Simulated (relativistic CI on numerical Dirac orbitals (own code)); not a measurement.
**Hf⁺: L2,3 absorption multiplets**

Wanted: the shape of the L2,3 absorption spectrum of Hf⁺ in 4 surroundings, from the same atomic integrals.

Method: Dirac-Coulomb-Breit CI, KLI orbitals optimised for each configuration, model QED (radiative potential, 1s self-energy scaled to tabulated hydrogen-like ionisation energies), multiplet model of core-to-valence dipole absorption in a parametric crystal field. Code: relativistic CI on numerical Dirac orbitals (own code) version 1.

## Step 1: The system

```
ion                                            : Hf⁺ (Hf II)
nuclear charge                                 : 72
electrons                                      : 71
configurations                                 : [Xe] 4f14 5d3 → [He] 2s2 2p5 3s2 3p6 3d10 4s2 4p6 4d10 4f14 5s2 5p6 5d4
magnetising field for the dichroism, Lz and Sz : exchange field 10 meV on Sz; these come from the lowest magnetised state alone (0 K)
temperature of the isotropic spectrum          : 10 K
widths                                         : Lorentz 5 eV, Gauss 1 eV
surrounding 1                                  : Td, 10Dq = -10500 cm⁻¹
surrounding 2                                  : D3d, 10Dq = 12150, Dsigma = 840, Dtau = -230 cm⁻¹
surrounding 3                                  : D3d, 10Dq = 6650, Dsigma = -140, Dtau = -90 cm⁻¹
surrounding 4                                  : Td, 10Dq = -9350 cm⁻¹
```

## Step 2: Surrounding 1: Td, 10Dq = -10500

The run's settings:

```ini
atom Hf  Z=72  charge=1  electrons=71
nucleus A=180  rms_radius_fm=5.3470
hamiltonian dirac-coulomb  breit=on  qed=on  c_scale=1
orbitals kli  potential=per-configuration
slater_scale 1
correlation none
mixing on
configurations
  [Xe] 4f14 5d3
  [He] 2s2 2p5 3s2 3p6 3d10 4s2 4p6 4d10 4f14 5s2 5p6 5d4
end
absorption L2,3 T=10 lorentz=5 gauss=1
crystal_field Td 10Dq=-10500
```

## Step 3: Surrounding 2: D3d, 10Dq = 12150, Dsigma = 840, Dtau = -230

The settings differ from step 2 so:

```diff
@@ -12,2 +12,2 @@
 absorption L2,3 T=10 lorentz=5 gauss=1
-crystal_field Td 10Dq=-10500
+crystal_field D3d 10Dq=12150 Dsigma=840 Dtau=-230
```

## Step 4: Surrounding 3: D3d, 10Dq = 6650, Dsigma = -140, Dtau = -90

The settings differ from step 3 so:

```diff
@@ -12,2 +12,2 @@
 absorption L2,3 T=10 lorentz=5 gauss=1
-crystal_field D3d 10Dq=12150 Dsigma=840 Dtau=-230
+crystal_field D3d 10Dq=6650 Dsigma=-140 Dtau=-90
```

## Step 5: Surrounding 4: Td, 10Dq = -9350

The settings differ from step 4 so:

```diff
@@ -12,2 +12,2 @@
 absorption L2,3 T=10 lorentz=5 gauss=1
-crystal_field D3d 10Dq=6650 Dsigma=-140 Dtau=-90
+crystal_field Td 10Dq=-9350
```

(Steps that only read results are left out.)

Q: Predict the outcome of this session. Wanted: highest peak, first run; ground spin; share of the lower edge; core spin-orbit splitting.

As calculated:

| surrounding | ground S | Lz (0 K) | Sz (0 K) | centroid (eV) | share of the lower edge | up to four highest peaks (% of the highest), eV |
| --- | --- | --- | --- | --- | --- | --- |
| 1: Td | 1.19 | 0.91 | -0.93 | 9804.90 | 0.790 | 9557.5 (100), 10736.5 (25) |
| 2: D3d | 1.49 | 0.38 | -1.49 | 9882.85 | 0.724 | 9558.0 (100), 10736.5 (38) |
| 3: D3d | 1.49 | 0.56 | -1.47 | 9870.79 | 0.734 | 9557.5 (100), 10736.5 (35) |
| 4: Td | 1.35 | 1.18 | -1.10 | 9807.24 | 0.788 | 9557.5 (100), 10736.5 (25) |

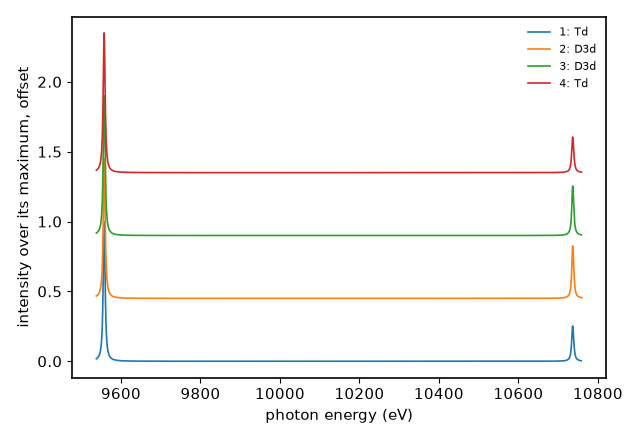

The spectra, each scaled to its maximum and offset.

```
                                 quantity           value
                  highest peak, first run       9557.5 eV
      ground spin (effective S from ⟨S²⟩)    1.19 to 1.49
                  share of the lower edge  0.724 to 0.790
core spin-orbit splitting (without Breit)      1204.57 eV
```

What this shows: The lower edge takes 0.79 of the intensity in surrounding 1, above the statistical 0.67. The highest peak stays in place, within the step of the energy grid, in all surroundings. Edge positions are free-ion values and differ from those in solids by a few eV or more.
